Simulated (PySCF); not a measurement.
```xyz
17

B     2.8294    0.5801    0.3223
C     2.3406   -0.8489   -0.0369
B     1.1032   -0.5961   -0.9768
N    -0.2087   -0.3505   -0.4634
C    -0.6043   -0.2799    0.8682
C    -1.9449   -0.0289    0.9192
C    -2.4161    0.0553   -0.4347
C    -1.3389   -0.1418   -1.2483
H     3.5432    1.2017   -0.4320
H     2.4552    1.1224    1.3379
H     3.0892   -1.3919   -0.6336
H     2.0323   -1.4206    0.8516
H     1.2138   -0.5652   -2.1789
H     0.1196   -0.4058    1.6693
H    -2.5396    0.0851    1.8238
H    -3.4381    0.2432   -0.7583
H    -1.2563   -0.1556   -2.3325
```

Geometry: PBE0-D3(BJ)/def2-SVP.

Theory: PySCF, CAM-B3LYP/def2-SVPD, SCF density, gas phase.

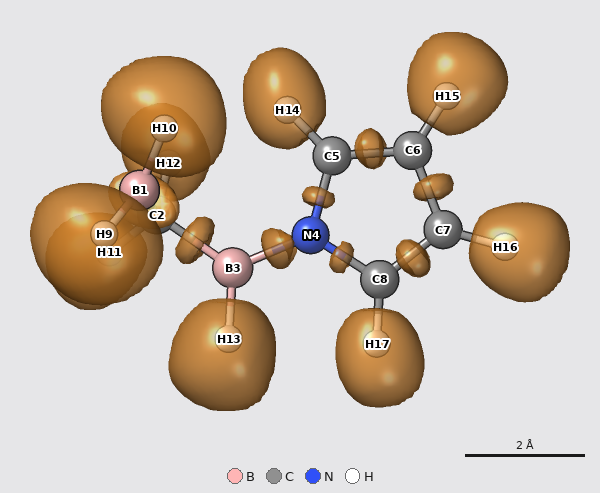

C5H9B2N (SMILES BCBn1cccc1). Isosurface of the ELF at 0.85 (orange), seen across its widest extent. Only the valence region is drawn (cores and ρ < 0.01 e/Å³ removed).

> What do the ELF domains correspond to?

At this value the surface marks out two regions between bonded B–C atoms (shared pairs), one region between bonded B–N atoms (shared pairs), three regions between bonded C–C atoms (shared pairs), two regions between bonded C–N atoms (shared pairs) and nine regions around hydrogen nuclei.

Values along the shortest contacts:
C–C (1.36 Å): the ELF peaks at about 0.95 between the atoms, as expected for localised, covalent bonding. C–N (1.39 Å): the ELF peaks at about 0.95 between the atoms; localised, covalent bonding.
